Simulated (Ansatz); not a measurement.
Consider Si$_{5}$Mo$_{2}$.

```yaml
crystal:
  lattice:
    - [3.23731, 0.00000, 0.00000]
    - [0.00000, 3.23731, 0.00000]
    - [0.00000, 0.00000, 18.26840]
  atoms:
    - { symbol: Si, position: [0.00000, 0.00000, 0.28629] }
    - { symbol: Si, position: [0.50000, 0.50000, 0.78629] }
    - { symbol: Si, position: [0.50000, 0.50000, 0.21371] }
    - { symbol: Si, position: [0.00000, 0.00000, 0.71371] }
    - { symbol: Si, position: [0.00000, 0.00000, 0.00000] }
    - { symbol: Si, position: [0.50000, 0.50000, 0.50000] }
    - { symbol: Si, position: [0.00000, 0.00000, 0.42971] }
    - { symbol: Si, position: [0.50000, 0.50000, 0.92971] }
    - { symbol: Si, position: [0.50000, 0.50000, 0.07029] }
    - { symbol: Si, position: [0.00000, 0.00000, 0.57029] }
    - { symbol: Mo, position: [0.50000, 0.50000, 0.35825] }
    - { symbol: Mo, position: [0.00000, 0.00000, 0.85825] }
    - { symbol: Mo, position: [0.00000, 0.00000, 0.14175] }
    - { symbol: Mo, position: [0.50000, 0.50000, 0.64175] }
```

Space group I4/mmm; a generated structure, not necessarily the stable one; computed pressure about −4 GPa in this cell; computed without spin polarisation.

The calculation used DFT r2SCAN, scalar-relativistic, plane waves, PAW (Ansatz).

**Predict the valence pseudo-density and electron localisation function between the atoms.**

Si–Si (2.57 Å): ρ at the midpoint is about 0.37 e/Å³; the ELF peaks at about 0.70 between the atoms.
Si–Mo (2.59 Å): ρ is about 0.4 e/Å³ halfway; the ELF peaks at about 0.75 in the valence shell of Si, 0.9 Å from its nucleus, and is about 0.35 at the midpoint.
Si–Si (2.62 Å): the density is about 0.31 e/Å³ at the midpoint; the ELF peaks at about 0.50 in the valence shell of Si, 0.9 Å from its nucleus, and is about 0.45 at the midpoint.
Si–Mo (2.64 Å): ρ is about 0.39 e/Å³ halfway; the ELF peaks at about 0.75 in the valence shell of Si, 0.9 Å from its nucleus, and is about 0.40 at the midpoint.
Bader's partition of the density gives Si −0.18 to −0.05 and Mo +0.25 e.

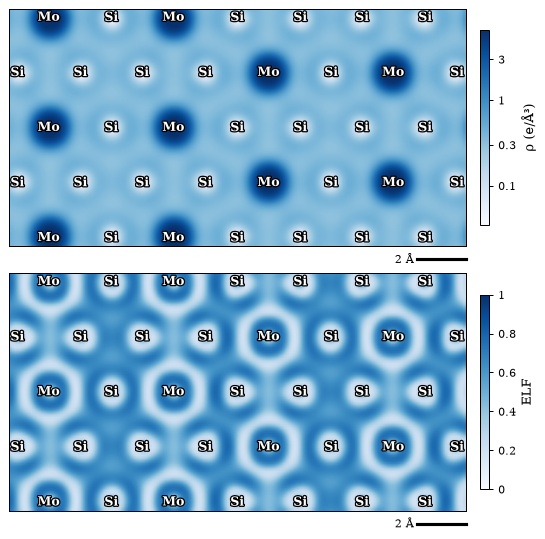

Computed valence pseudo-density and electron localisation function on the (11̄0) plane of the conventional cell, in this order. 

In a PAW calculation such maps are meaningful between the atoms, not at the nuclei.
